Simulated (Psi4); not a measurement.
# CHFO (formyl fluoride) at HF/STO-3G

Aim: the vertical ionisation energy of CHFO (formyl fluoride) at HF/STO-3G, from 2 runs. 

The results are computed with Psi4 1.11.

1 further run of the same task is left out (set aside as unsound or not needed).

## Step 1: The molecule

The species is CHFO (4 atoms), meant as a singlet with charge 0. SMILES: `O=CF`. The shape is that of a PBE0-D4/def2-TZVP optimisation.

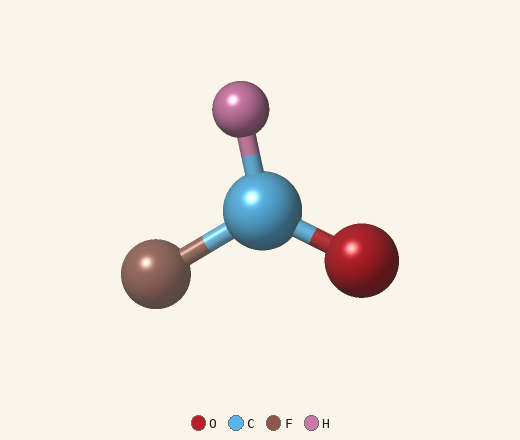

The structure, seen from a chosen angle (oxygen red, carbon blue, fluorine brown, hydrogen pink).

## Step 2: A single-point energy at HF/STO-3G

File calc.in:

```
memory 2200 mb

molecule {
  0 1
  O     -1.68060903     0.38017510     1.56420190
  C     -0.08768329     0.12759431     0.04085588
  F      1.10586773    -2.06322188    -0.34359000
  H      0.66242460     1.55547137    -1.26148667
  units bohr
  symmetry c1
}

set basis STO-3G
set reference rhf
set puream true
set e_convergence 1e-09
set d_convergence 1e-08
set scf_type pk

result = energy('scf')
print_variables()
```

Run with:

```console
$ psi4 calc.in calc.out -n 1
```

calc.out:

```text
[...]
  Running in c1 symmetry.
[...]
  Nuclear repulsion =   67.665503844173571
[...]
  Multiplicity = 1
[...]
  Nalpha       = 12
  Nbeta        = 12
[...]
    Number of basis functions: 16
[...]
   @RHF iter   1:  -209.66223859545340   -1.26265e+00   3.08061e-02 DIIS/ADIIS
[...]
   @RHF iter  11:  -209.82714340304170   -5.11591e-13   3.79675e-09 DIIS
[...]
    Orbital Energies [Eh]
    ---------------------
    Doubly Occupied:
       1A    -25.979532     2A    -20.325268     3A    -11.219254
       4A     -1.552895     5A     -1.374674     6A     -0.808171
       7A     -0.674099     8A     -0.596169     9A     -0.595509
      10A     -0.476989    11A     -0.420917    12A     -0.386433
[...]
  @RHF Final Energy:  -209.82714340304170
   => Energetics <=
    Nuclear Repulsion Energy =             67.6655038441735712
    One-Electron Energy =                -426.1654750268269822
    Two-Electron Energy =                 148.6728277796117368
    Total Energy =                       -209.8271434030417026
[...]
 Multipole Moments:
 ------------------------------------------------------------------------------------
     Multipole            Electronic (a.u.)      Nuclear  (a.u.)        Total (a.u.)
 ------------------------------------------------------------------------------------
 L = 1.  Multiply by 2.5417464519 to convert [e a0] to [Debye]
 Dipole X            :          0.5333180           -0.2277781            0.3055399
 Dipole Y            :         -1.5432944            1.8022228            0.2589284
 Dipole Z            :          0.0416583           -0.4500990           -0.4084407
 Magnitude           :                                                    0.5720335
[...]
```

It took 1.3 s on 1 thread of Intel Xeon 6975P-C (Granite Rapids), shared host; peak memory 0.18 GiB.

## Step 3: The doublet cation at the same level

File run.py:

```python
import numpy as np
from ase.calculators.psi4 import Psi4
from ase import Atoms

a = Atoms(['O', 'C', 'F', 'H'], positions=[
    [-0.889340, 0.201180, 0.827740],
    [-0.046400, 0.067520, 0.021620],
    [0.585200, -1.091810, -0.181820],
    [0.350540, 0.823120, -0.667550],
])
calc = Psi4(atoms=a, method='scf', basis='STO-3G', memory='2200MB', num_threads=1, charge=1, multiplicity=2, label='chfo', reference='uhf')
calc.psi4.set_options({'puream': True, 'e_convergence': 1e-09, 'd_convergence': 1e-08, 'scf_type': 'pk', 'maxiter': 100})
a.calc = calc

print(f'energy: {a.get_potential_energy():.6f} eV')
```

Run with:

```console
$ python run.py
```

chfo.dat:

```text
[...]
  Running in c1 symmetry.
[...]
  Nuclear repulsion =   67.665503781209736
[...]
  Multiplicity = 2
[...]
  Nalpha       = 12
  Nbeta        = 11
[...]
    Number of basis functions: 16
[...]
   @UHF iter   1:  -209.34537686165891   -9.45785e-01   2.87656e-02 ADIIS/DIIS
[...]
   @UHF iter  19:  -209.51845392467214   -3.41061e-13   7.49036e-09 DIIS
[...]
   @S^2 Observed:                7.950300357E-01
[...]
    Orbital Energies [Eh]
    ---------------------
    Alpha Occupied:
       1A    -26.464497     2A    -20.974237     3A    -11.684052
       4A     -1.979262     5A     -1.902999     6A     -1.213930
       7A     -1.146919     8A     -1.070503     9A     -1.039645
      10A     -0.928081    11A     -0.884464    12A     -0.868341
    Alpha Virtual:
      13A     -0.144537    14A      0.188451    15A      0.262684
      16A      0.492718
    Beta Occupied:
[...]
  @UHF Final Energy:  -209.51845392467214
   => Energetics <=
    Nuclear Repulsion Energy =             67.6655037812097362
    One-Electron Energy =                -415.4590337124141115
    Two-Electron Energy =                 138.2750760065322311
    Total Energy =                       -209.5184539246721442
  UHF NO Occupations:
  HONO-2 :   10  A 1.9940254
  HONO-1 :   11  A 1.9853988
[...]
 Multipole Moments:
 ------------------------------------------------------------------------------------
     Multipole            Electronic (a.u.)      Nuclear  (a.u.)        Total (a.u.)
 ------------------------------------------------------------------------------------
 L = 1.  Multiply by 2.5417464519 to convert [e a0] to [Debye]
 Dipole X            :          0.2386291           -0.2277781            0.0108510
 Dipole Y            :         -0.8769375            1.8022228            0.9252854
 Dipole Z            :          0.0891364           -0.4500990           -0.3609626
 Magnitude           :                                                    0.9932597
[...]
```

Standard output:

```text
energy: -5701.287529 eV
```

It took 1.3 s on 1 thread of Intel Xeon 6975P-C (Granite Rapids), shared host; peak memory 0.19 GiB.

## Step 4: What came out

At HF/STO-3G:

```
                                          quantity          value
                        singlet CHFO: total energy  -209.82714 Eh
                       singlet CHFO: dipole moment         1.45 D
                         singlet CHFO: HOMO energy      -10.52 eV
                         singlet CHFO: LUMO energy        7.90 eV
                       singlet CHFO: HOMO–LUMO gap       18.42 eV
                      doublet cation: total energy  -209.51845 Eh
doublet cation: HOMO energy (highest over α and β)      -23.02 eV
 doublet cation: LUMO energy (lowest over α and β)       -6.35 eV
                              doublet cation: ⟨S²⟩          0.795
vertical ionisation energy (to the doublet cation)       8.400 eV
```

In words: Removing an electron at fixed nuclei costs 8.40 eV (810 kJ/mol). −ε(HOMO) before ionisation, 10.52 eV, is 2.12 eV above this ionisation energy. In a minimal basis such a difference can be off by several eV, whatever the method.
